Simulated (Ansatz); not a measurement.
The structure in question:

```yaml
crystal:
  lattice:
    - [5.62966, -0.44701, -0.03033]
    - [-0.38144, 4.37232, 0.29868]
    - [0.10628, 0.25504, 4.57442]
  atoms:
    - { symbol: Rh, position: [0.00000, 0.00000, 0.00000] }
    - { symbol: Rh, position: [0.59027, 0.04667, 0.54002] }
    - { symbol: Rh, position: [0.98689, 0.84385, 0.51055] }
    - { symbol: Rh, position: [0.44872, 0.13901, 0.04303] }
    - { symbol: Al, position: [0.27948, 0.67644, 0.85027] }
    - { symbol: Al, position: [0.06169, 0.35609, 0.56778] }
    - { symbol: Al, position: [0.83732, 0.42865, 0.15830] }
    - { symbol: Al, position: [0.62414, 0.53720, 0.68686] }
```

Q: What does this file describe?

A: The stoichiometry is AlRh. The structure is triclinic, space group P1. The atoms show no order inside the cell. The cell holds 8 atoms (4 Al, 4 Rh), Z = 4.

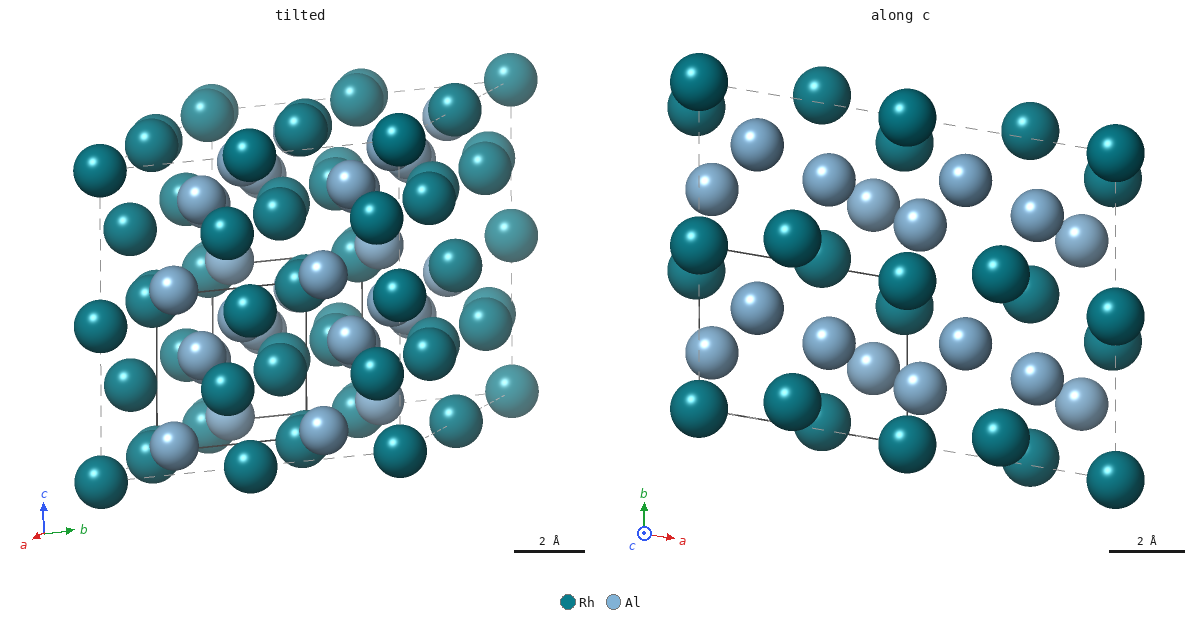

Spheres-only representation of a periodic structure, projected slightly off an axis and along the c axis. A block of 2×2×2 cells is shown, with one simulation cell in solid outline.

Where the cell comes from: a made-up disordered cell. No relaxation was applied. An electronic-structure calculation with Ansatz was run on it.

At this level of theory the cell isn't at rest (forces up to 3.1 eV/Å), so its distances can differ from those at equilibrium, the more so the softer the solid.
